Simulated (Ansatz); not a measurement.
# FH4Si2 with multiplicity 2: inversion of the pyramid at Si2

Aim: the minimum-energy path and barrier of the inversion of the pyramid at Si2. The ends are relaxed first, then joined by a nudged elastic band. SMILES of the start: F[SiH][SiH3].

Method: UKS PBE0/def2-SVP, in Ansatz 0.2.0.

1 further run of the same task is left out (it didn't finish).

### 1 The structure to begin with

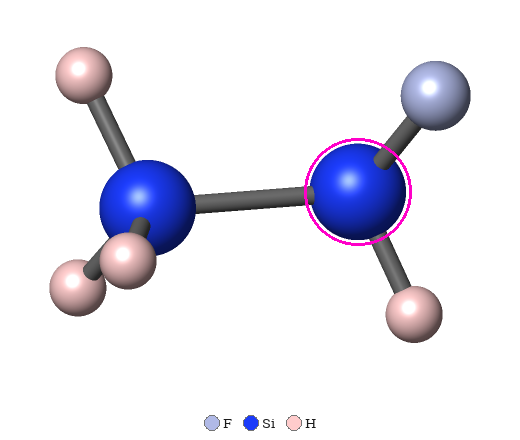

The starting structure, seen from a chosen angle (fluorine light blue, silicon blue, hydrogen pink). Ringed: Si2.

As a file:

```xyz
7

F    -0.3865   -2.0461    1.2975
Si   -0.3196   -1.3568   -0.1788
Si    0.4164    0.8140   -0.0928
H    -1.5723   -1.4189   -0.8449
H     0.5752    1.3633   -1.4713
H    -0.4757    1.7035    0.6907
H     1.8238    0.8729    0.5539
```

### 2 End point A

Input file input.yaml:

```yaml
crystal:
  periodic: [false, false, false]
  atoms:
    - { symbol: F, position_ang: [-0.3865, -2.0461, 1.2975] }
    - { symbol: Si, position_ang: [-0.3196, -1.3568, -0.1788] }
    - { symbol: Si, position_ang: [0.4164, 0.814, -0.0928] }
    - { symbol: H, position_ang: [-1.5723, -1.4189, -0.8449] }
    - { symbol: H, position_ang: [0.5752, 1.3633, -1.4713] }
    - { symbol: H, position_ang: [-0.4757, 1.7035, 0.6907] }
    - { symbol: H, position_ang: [1.8238, 0.8729, 0.5539] }
magnetization:
  spin_polarized: true
  initial_magnetization: 1
basis:
  gaussian: { orbitals: def2-SVP }
hamiltonian:
  xc: pbe0
relax:
  f_tol: 0.015
  max_steps: 40
```

On the command line:

```
ansatz run input.yaml --threads 1 --pin off --max-ram 2048MiB --backend cpu --events-out ev --progress --plain --runs-dir out
```

Standard output, cut to the lines that bear on the results:

```text
Warning: RAYON_NUM_THREADS=1 ignored (pool sized by the plan → 1); use --threads N
[...]
Functional definition: PBE0
[...]
701 factors; integrals over basis functions are off by at most 3.5e-4 eV
[...]
mean field -18520.40074254 eV, -680.6121737100 hartree, gradient 6.7e-5 eV, S^2 0.752688; 0 other end points of the search recorded, 0 dependent functions left out
[...]
reference -18520.40076748 eV, -680.6121746265 hartree; 21, 20 occupied and 49, 50 virtual orbitals, 701 factors
relax step   1: F+E_penalty+E_count = -18520.40074254 eV  Δ(F+E_penalty+E_count) = +0.000e0 eV  max|allowed force component| = 1.522e0 eV/Å  Δτ_max = 0.0000 Å  (25 SCF iters, accepted)
[...]
relax step   5: F+E_penalty+E_count = -18520.53140304 eV  Δ(F+E_penalty+E_count) = -8.414e-4 eV  max|allowed force component| = 3.407e-2 eV/Å  Δτ_max = 0.0140 Å  (26 SCF iters, accepted)
[...]
relax step   6: F+E_penalty+E_count = -18520.53155376 eV  Δ(F+E_penalty+E_count) = -1.507e-4 eV  max|allowed force component| = 1.280e-2 eV/Å  Δτ_max = 0.0148 Å  (24 SCF iters, accepted)
701 factors; integrals over basis functions are off by at most 3.8e-4 eV
mean field -18520.53155376 eV, -680.6169809334 hartree, gradient 2.6e-5 eV, S^2 0.752617; 1 other end points of the search recorded, 0 dependent functions left out
[...]
reference -18520.53157867 eV, -680.6169818488 hartree; 21, 20 occupied and 49, 50 virtual orbitals, 701 factors
Total energy: -18520.53157867 eV, -680.6169818488 hartree
Atom 0 at    -0.426532    -2.009175     1.297502 Å, force     0.000297     0.001235    -0.002135 eV/Å
Atom 1 at    -0.283050    -1.369048    -0.201466 Å, force    -0.012801    -0.010490    -0.001674 eV/Å
Atom 2 at     0.466764     0.849753    -0.069098 Å, force     0.003242     0.002372    -0.008569 eV/Å
Atom 3 at    -1.618582    -1.506047    -0.873121 Å, force     0.009707     0.002673     0.004165 eV/Å
Atom 4 at     0.548621     1.362812    -1.471666 Å, force    -0.000229    -0.000329     0.001764 eV/Å
Atom 5 at    -0.451974     1.724955     0.724229 Å, force    -0.002367     0.002096     0.004092 eV/Å
Atom 6 at     1.826054     0.878648     0.547920 Å, force     0.002151     0.002444     0.002357 eV/Å
Dipole moment:     0.036621     0.149900    -0.238266 e Å
```

Wall time 22 s (1 thread of Arm Neoverse V1, shared host); peak memory 0.16 GiB.

Step by step:

```csv
step,energy from step 1 (eV),largest force component (eV/Å)
1,0.0000,1.5223
2,-0.1096,0.5648
3,-0.1269,0.1610
4,-0.1298,0.0465
5,-0.1307,0.0341
6,-0.1308,0.0128
```

Step 1 is the start.

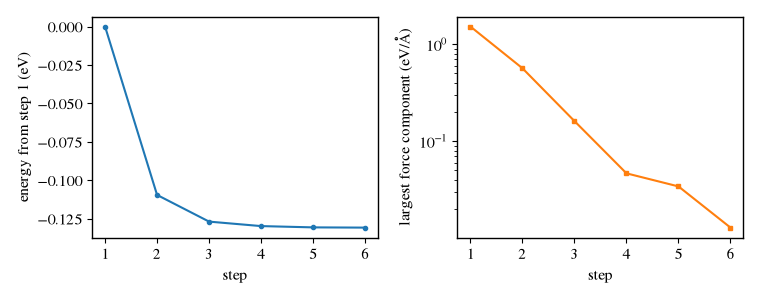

Energy and largest force along the relaxation.

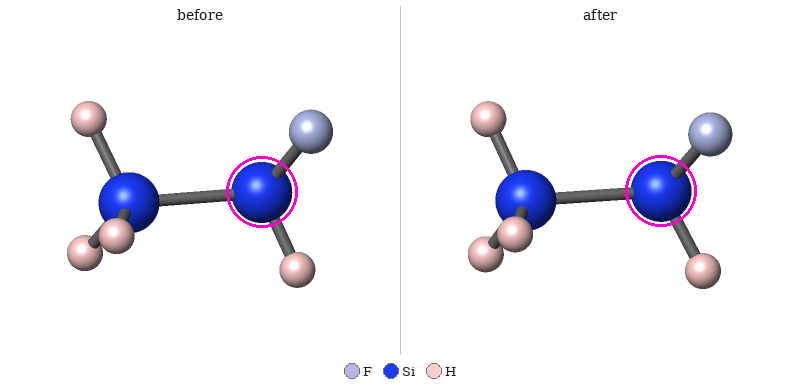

Before and after, at one scale.

After: Bond lengths: F1–Si2 1.636 Å, Si2–Si3 2.346 Å, Si2–H4 1.501 Å, Si3–H5 1.496 Å, Si3–H6 1.496 Å, Si3–H7 1.493 Å. Angles: F1–Si2–Si3 110.3°, F1–Si2–H4 107.2°, Si3–Si2–H4 113.3°, Si2–Si3–H5 106.8°, Si2–Si3–H6 112.8°, Si2–Si3–H7 109.4°, H5–Si3–H6 109.3°, H5–Si3–H7 109.3°, H6–Si3–H7 109.2°.

### 3 End point B

The second end starts from a geometry with the move made by hand.

Edit input.yaml of step 2 so:

```diff
@@ -3,6 +3,6 @@
   atoms:
-    - { symbol: F, position_ang: [-0.3865, -2.0461, 1.2975] }
+    - { symbol: F, position_ang: [0.8533, -2.42312, 0.20375] }
     - { symbol: Si, position_ang: [-0.3196, -1.3568, -0.1788] }
     - { symbol: Si, position_ang: [0.4164, 0.814, -0.0928] }
-    - { symbol: H, position_ang: [-1.5723, -1.4189, -0.8449] }
+    - { symbol: H, position_ang: [-0.88147, -1.62898, -1.45435] }
     - { symbol: H, position_ang: [0.5752, 1.3633, -1.4713] }
```

On the command line:

```
ansatz run input.yaml --threads 1 --pin off --max-ram 2048MiB --backend cpu --events-out ev --progress --plain --runs-dir out
```

Standard output, cut to the lines that bear on the results:

```text
Warning: RAYON_NUM_THREADS=1 ignored (pool sized by the plan → 1); use --threads N
[...]
[... 1 set-up line as earlier in the session ...]
[...]
701 factors; integrals over basis functions are off by at most 4.4e-4 eV
[...]
mean field -18520.35234660 eV, -680.6103951920 hartree, gradient 4.7e-5 eV, S^2 0.752716; 0 other end points of the search recorded, 0 dependent functions left out
[...]
reference -18520.35237165 eV, -680.6103961124 hartree; 21, 20 occupied and 49, 50 virtual orbitals, 701 factors
relax step   1: F+E_penalty+E_count = -18520.35234660 eV  Δ(F+E_penalty+E_count) = +0.000e0 eV  max|allowed force component| = 1.578e0 eV/Å  Δτ_max = 0.0000 Å  (24 SCF iters, accepted)
[...]
relax step   4: F+E_penalty+E_count = -18520.49310123 eV  Δ(F+E_penalty+E_count) = -5.580e-3 eV  max|allowed force component| = 7.679e-2 eV/Å  Δτ_max = 0.0440 Å  (27 SCF iters, accepted)
[...]
mean field -18520.53154107 eV, -680.6169804670 hartree, gradient 1.0e-5 eV, S^2 0.752615; 1 other end points of the search recorded, 0 dependent functions left out
[...]
reference -18520.53156631 eV, -680.6169813947 hartree; 21, 20 occupied and 49, 50 virtual orbitals, 701 factors
Total energy: -18520.53156631 eV, -680.6169813947 hartree
Atom 0 at     1.038161    -2.391687    -0.469278 Å, force    -0.005693     0.003716     0.001243 eV/Å
Atom 1 at    -0.189129    -1.399496    -0.037012 Å, force     0.000501     0.000618    -0.009051 eV/Å
Atom 2 at     0.519396     0.837633    -0.077025 Å, force     0.003085     0.001534     0.005964 eV/Å
Atom 3 at    -1.332628    -1.672631    -0.970435 Å, force     0.007252    -0.000435     0.006389 eV/Å
Atom 4 at     1.011353     1.263956    -1.425024 Å, force    -0.001306    -0.002116     0.002740 eV/Å
Atom 5 at    -0.663185     1.670837     0.303469 Å, force     0.003679    -0.001072    -0.001212 eV/Å
Atom 6 at     1.607962     1.036189     0.926405 Å, force    -0.007517    -0.002246    -0.006074 eV/Å
Dipole moment:    -0.183285     0.205503     0.067121 e Å
```

Wall time 50 s (1 thread of Arm Neoverse V1, shared host); peak memory 0.17 GiB.

The steps of the relaxation:

```csv
step,energy from step 1 (eV),largest force component (eV/Å)
1,0.0000,1.5777
2,-0.1247,0.5132
3,-0.1352,0.2326
4,-0.1408,0.0768
5,-0.1571,0.1009
6,-0.1607,0.0950
7,-0.1649,0.2313
8,-0.1688,0.3433
9,-0.1731,0.2846
10,-0.1766,0.1179
11x,-0.1601,0.3352
12,-0.1786,0.0242
13x,-0.1783,0.0828
14,-0.1790,0.0133
15,-0.1792,0.0091
```

Step 1 is the start. 2 steps were tried and not accepted (11, 13; marked x where the table lists them).

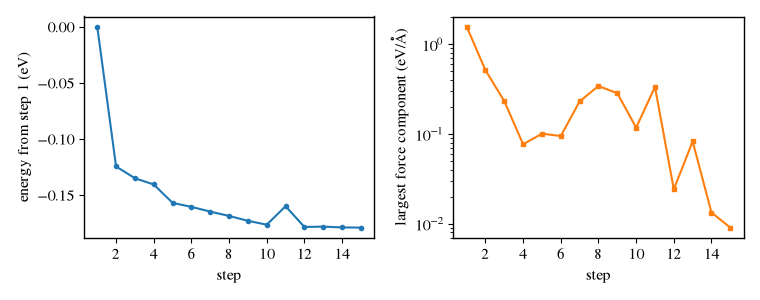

How energy and force went from step to step.

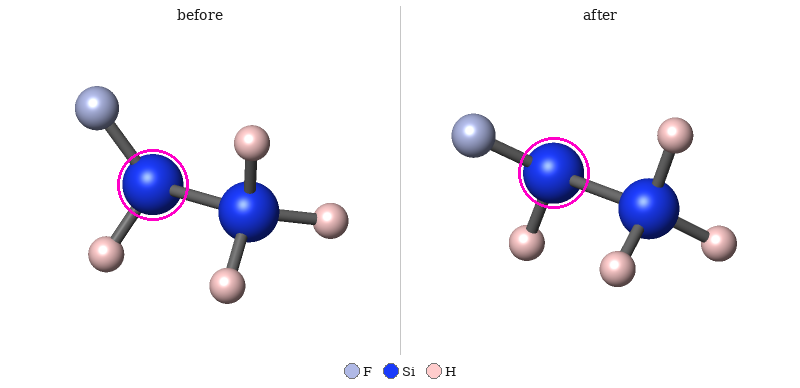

The structure before (left) and after (right), drawn at the same scale.

After: Bond lengths: F1–Si2 1.636 Å, Si2–Si3 2.347 Å, Si2–H4 1.501 Å, Si3–H5 1.497 Å, Si3–H6 1.496 Å, Si3–H7 1.494 Å. Angles: F1–Si2–Si3 110.3°, F1–Si2–H4 107.3°, Si3–Si2–H4 113.1°, Si2–Si3–H5 112.7°, Si2–Si3–H6 106.7°, Si2–Si3–H7 109.6°, H5–Si3–H6 109.3°, H5–Si3–H7 109.1°, H6–Si3–H7 109.3°.

### 4 Nudged elastic band

crystal.atoms is end A as relaxed above, and neb.final_atoms is end B, turned to lie on A. With 5 inner images the band has 7 in all.

Input file input.yaml:

```yaml
crystal:
  periodic: [false, false, false]
  atoms:
    - { symbol: F, position_ang: [-0.426532, -2.009175, 1.297502] }
    - { symbol: Si, position_ang: [-0.28305, -1.369048, -0.201466] }
    - { symbol: Si, position_ang: [0.466764, 0.849753, -0.069098] }
    - { symbol: H, position_ang: [-1.618582, -1.506047, -0.873121] }
    - { symbol: H, position_ang: [0.548621, 1.362812, -1.471666] }
    - { symbol: H, position_ang: [-0.451974, 1.724955, 0.724229] }
    - { symbol: H, position_ang: [1.826054, 0.878648, 0.54792] }
magnetization:
  spin_polarized: true
  initial_magnetization: 1
basis:
  gaussian: { orbitals: def2-SVP }
hamiltonian:
  xc: pbe0
neb:
  order_check: false
  images: 5
  f_tol: 0.05
  max_iterations: 60
  initial_path: idpp
  final_atoms:
    - { symbol: F, position_ang: [0.27998493, -2.41384597, 0.20305456] }
    - { symbol: Si, position_ang: [-0.70456963, -1.1306771, 0.45138417] }
    - { symbol: Si, position_ang: [0.43157247, 0.8696958, -0.01342144] }
    - { symbol: H, position_ang: [-1.92124596, -1.33043356, -0.40492609] }
    - { symbol: H, position_ang: [0.9358538, 0.9341167, -1.42140744] }
    - { symbol: H, position_ang: [-0.5431722, 1.98139237, 0.21352787] }
    - { symbol: H, position_ang: [1.58287759, 1.02164976, 0.92608838] }
```

On the command line:

```
ansatz run input.yaml --threads 1 --pin off --max-ram 2048MiB --backend cpu --events-out ev --progress --plain --runs-dir out
```

Standard output, cut to the lines that bear on the results:

```text
Warning: RAYON_NUM_THREADS=1 ignored (pool sized by the plan → 1); use --threads N
[...]
[... 1 set-up line as earlier in the session ...]
[...]
702 factors; integrals over basis functions are off by at most 3.5e-4 eV
[...]
mean field -18520.53154266 eV, -680.6169805255 hartree, gradient 7.3e-5 eV, S^2 0.752617; 0 other end points of the search recorded, 0 dependent functions left out
[...]
reference -18520.53156746 eV, -680.6169814371 hartree; 21, 20 occupied and 49, 50 virtual orbitals, 702 factors
703 factors; integrals over basis functions are off by at most 4.4e-4 eV
[...]
mean field -18520.53152962 eV, -680.6169800463 hartree, gradient 7.4e-5 eV, S^2 0.752615; 0 other end points of the search recorded, 0 dependent functions left out
[...]
reference -18520.53155525 eV, -680.6169809881 hartree; 21, 20 occupied and 49, 50 virtual orbitals, 703 factors
[...]
NEB iter   5: max|band force component| = 4.730e-2 eV/Å  barrier→ = 0.3524 eV  barrier← = 0.3524 eV  CI = image 3  Δτ_max = 0.0000 Å  (254 SCF iters)
Total energy: -18520.17914219 eV, -680.6040300472 hartree
Atom 0 at     0.064506    -2.288882     0.901233 Å, force    -0.004551    -0.019727     0.004813 eV/Å
Atom 1 at    -0.645890    -1.112927     0.016876 Å, force     0.015383     0.047217    -0.008900 eV/Å
Atom 2 at     0.443739     0.906331    -0.092306 Å, force    -0.013844    -0.015880    -0.002127 eV/Å
Atom 3 at    -1.917254    -1.582523    -0.578787 Å, force     0.000534    -0.011334     0.004765 eV/Å
Atom 4 at     0.820088     1.273093    -1.493061 Å, force    -0.000710     0.000717     0.004894 eV/Å
Atom 5 at    -0.376829     2.024958     0.467719 Å, force     0.003839    -0.002182    -0.002573 eV/Å
Atom 6 at     1.672940     0.711849     0.732627 Å, force    -0.000651     0.001188    -0.000871 eV/Å
Dipole moment:    -0.110506     0.266729    -0.169686 e Å
this run last wrote the band of iteration 5 to <dir>
```

Run time: 98 s. Hardware: 1 thread of Arm Neoverse V1, shared host; peak memory 0.17 GiB.

### 5 Images and barrier

Images 0 and 6 are the ends. Energies count from image 0; the path length is the program's own measure over all atoms.

| image | path (Å) | energy (eV) | sum of angles at Si2 (°) | band force (eV/Å) |
| --- | --- | --- | --- | --- |
| 0 | 0.000 | 0.0000 | 330.8 | - |
| 1 | 0.450 | 0.0086 | 331.6 | 0.028 |
| 2 | 0.901 | 0.0494 | 339.1 | 0.042 |
| 3* | 1.351 | 0.3524 | 360.0 | 0.047 |
| 4 | 1.802 | 0.0492 | 339.1 | 0.044 |
| 5 | 2.252 | 0.0086 | 331.6 | 0.031 |
| 6 | 2.703 | 0.0000 | 330.7 | - |

The star marks the climbing image.

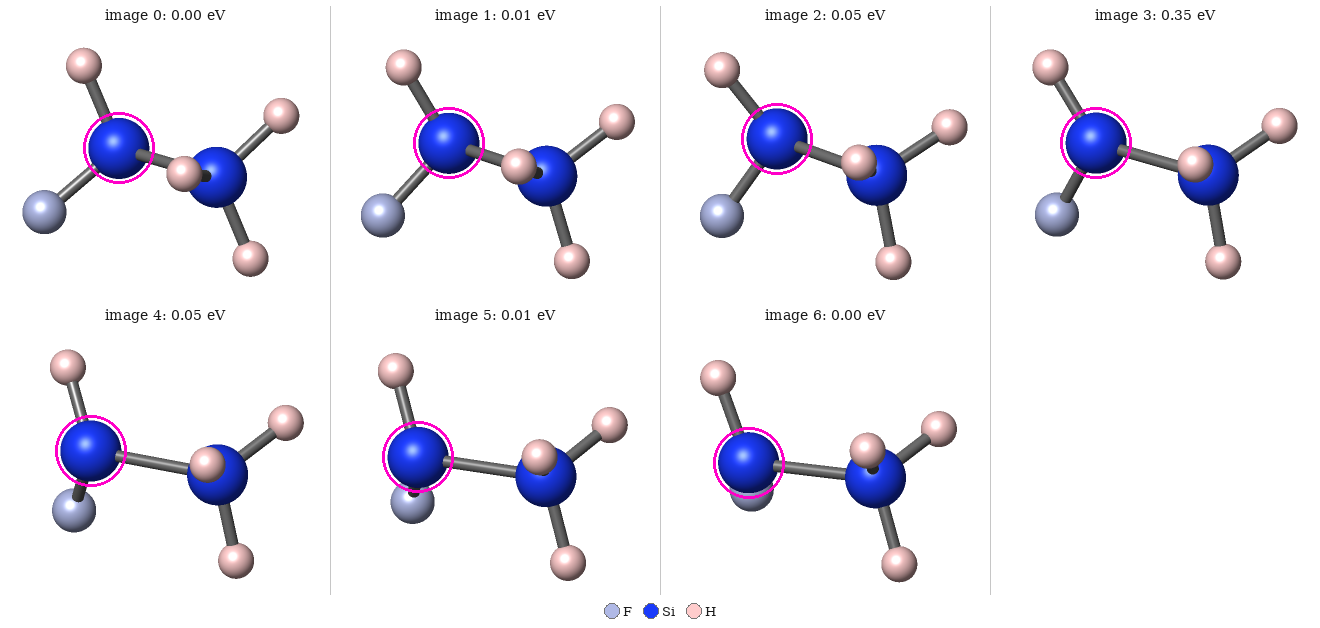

The images of the last band, seen from a free direction. Ringed: Si2. Sticks join atoms closer than a bonding distance in each image.

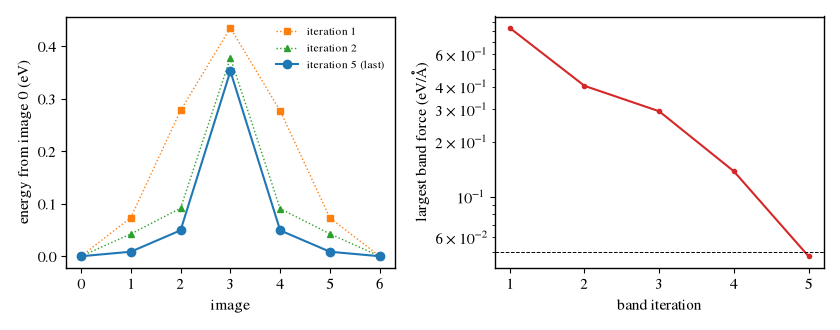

Left: energy of each image for early iterations and the last one (lines only join the points; early values far above the last band run off the scale). Right: the largest band force by iteration, with the threshold dashed.

How the highest energy settled:

```csv
iteration,highest image above image 0 (eV),largest band force (eV/Å)
1,0.4348,0.836
2,0.3779,0.404
3,0.3565,0.293
4,0.3528,0.138
5,0.3524,0.047
```

The band as a trajectory file:

```xyz
7
image=0 dE=0.0000
F    -0.427   -2.009    1.298
Si   -0.283   -1.369   -0.201
Si    0.467    0.850   -0.069
H    -1.619   -1.506   -0.873
H     0.549    1.363   -1.472
H    -0.452    1.725    0.724
H     1.826    0.879    0.548
7
image=1 dE=0.0086
F    -0.219   -2.106    1.184
Si   -0.347   -1.344   -0.257
Si    0.455    0.858   -0.082
H    -1.781   -1.446   -0.688
H     0.701    1.352   -1.472
H    -0.493    1.793    0.603
H     1.746    0.824    0.667
7
image=2 dE=0.0494
F    -0.034   -2.204    1.023
Si   -0.447   -1.284   -0.262
Si    0.430    0.889   -0.079
H    -1.912   -1.476   -0.516
H     0.822    1.302   -1.463
H    -0.458    1.950    0.493
H     1.661    0.755    0.758
7
image=3 dE=0.3524
F     0.065   -2.289    0.901
Si   -0.646   -1.113    0.017
Si    0.444    0.906   -0.092
H    -1.917   -1.583   -0.579
H     0.820    1.273   -1.493
H    -0.377    2.025    0.468
H     1.673    0.712    0.733
7
image=4 dE=0.0492
F     0.138   -2.313    0.740
Si   -0.822   -1.049    0.351
Si    0.442    0.882   -0.099
H    -1.831   -1.526   -0.648
H     0.776    1.174   -1.528
H    -0.343    2.034    0.446
H     1.700    0.730    0.693
7
image=5 dE=0.0086
F     0.203   -2.372    0.491
Si   -0.785   -1.069    0.460
Si    0.443    0.866   -0.062
H    -1.894   -1.375   -0.504
H     0.798    0.981   -1.512
H    -0.396    2.041    0.326
H     1.692    0.859    0.756
7
image=6 dE=0.0000
F     0.230   -2.420    0.191
Si   -0.701   -1.111    0.502
Si    0.453    0.858   -0.045
H    -1.978   -1.279   -0.269
H     0.862    0.908   -1.484
H    -0.474    1.996    0.245
H     1.669    0.980    0.814
```

### 6 Frequencies at the highest image

The geometry is the highest inner image of the first converged band.

Input file input.yaml:

```yaml
crystal:
  periodic: [false, false, false]
  atoms:
    - { symbol: F, position_ang: [0.064506, -2.288882, 0.901233] }
    - { symbol: Si, position_ang: [-0.64589, -1.112927, 0.016876] }
    - { symbol: Si, position_ang: [0.443739, 0.906331, -0.092306] }
    - { symbol: H, position_ang: [-1.917254, -1.582523, -0.578787] }
    - { symbol: H, position_ang: [0.820088, 1.273093, -1.493061] }
    - { symbol: H, position_ang: [-0.376829, 2.024958, 0.467719] }
    - { symbol: H, position_ang: [1.67294, 0.711849, 0.732627] }
magnetization:
  spin_polarized: true
  initial_magnetization: 1
basis:
  gaussian: { orbitals: def2-SVP }
hamiltonian:
  xc: pbe0
phonons: {}
```

On the command line:

```
ansatz run input.yaml --threads 1 --pin off --max-ram 2048MiB --backend cpu --events-out ev --progress --plain --runs-dir out
```

Standard output, cut to the lines that bear on the results:

```text
Warning: RAYON_NUM_THREADS=1 ignored (pool sized by the plan → 1); use --threads N
[...]
[... 1 set-up line as earlier in the session ...]
[...]
701 factors; integrals over basis functions are off by at most 3.3e-4 eV
[...]
mean field -18520.17911216 eV, -680.6040289436 hartree, gradient 6.4e-5 eV, S^2 0.756620; 0 other end points of the search recorded, 0 dependent functions left out
[...]
reference -18520.17913690 eV, -680.6040298528 hartree; 21, 20 occupied and 49, 50 virtual orbitals, 701 factors
[...]
701 factors; integrals over basis functions are off by at most 3.3e-4 eV
[...]
mean field -18520.17907826 eV, -680.6040276978 hartree, gradient 1.3e-6 eV, S^2 0.756622; 0 other end points of the search recorded, 0 dependent functions left out
[...]
reference -18520.17910300 eV, -680.6040286068 hartree; 21, 20 occupied and 49, 50 virtual orbitals, 701 factors
[...]
701 factors; integrals over basis functions are off by at most 3.2e-4 eV
[...]
WARN: phonons: modes at or below zero, which the zero-point energy, F, S and C_V leave out: 2, the lowest at -534.74 cm⁻¹. A minimum has none, and a first-order saddle one
Total energy: -18520.17913690 eV, -680.6040298528 hartree
Atom 0 at     0.064506    -2.288882     0.901233 Å, force    -0.004540    -0.019628     0.004832 eV/Å
Atom 1 at    -0.645890    -1.112927     0.016876 Å, force     0.015389     0.047107    -0.008926 eV/Å
Atom 2 at     0.443739     0.906331    -0.092306 Å, force    -0.013812    -0.015803    -0.002100 eV/Å
Atom 3 at    -1.917254    -1.582523    -0.578787 Å, force     0.000520    -0.011339     0.004758 eV/Å
Atom 4 at     0.820088     1.273093    -1.493061 Å, force    -0.000716     0.000725     0.004922 eV/Å
Atom 5 at    -0.376829     2.024958     0.467719 Å, force     0.003847    -0.002175    -0.002576 eV/Å
Atom 6 at     1.672940     0.711849     0.732627 Å, force    -0.000688     0.001113    -0.000910 eV/Å
Dipole moment:    -0.110506     0.266731    -0.169683 e Å
Vibrations: -534.74 -63.30 171.91 450.73 511.68 522.56 790.52 860.38 895.64 908.05 950.64 2214.57 2216.78 2246.98 2295.33 cm⁻¹, zero-point energy 0.932099 eV
```

Wall time 83 s (1 thread of Arm Neoverse V1, shared host); peak memory 0.17 GiB.

Of 15 modes, 2 are imaginary by more than 30 cm⁻¹ (535i, 63i cm⁻¹).

(Part 1 of 2 ends here.)
